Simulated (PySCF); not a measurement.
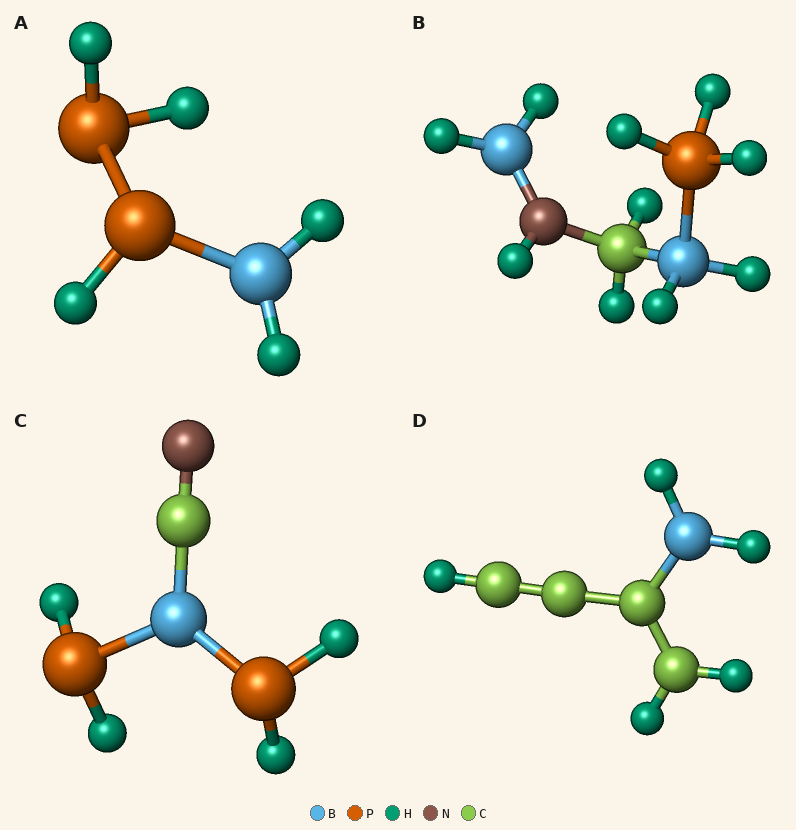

(Drawn from a calculation with PySCF.)

Which panel belongs to which SMILES?
(1) BNC[BH2-][PH3+]
(2) BC(=C)C#C
(3) BPP
(4) N#CB(P)P

Answer. A is (3), B is (1), C is (4), D is (2).
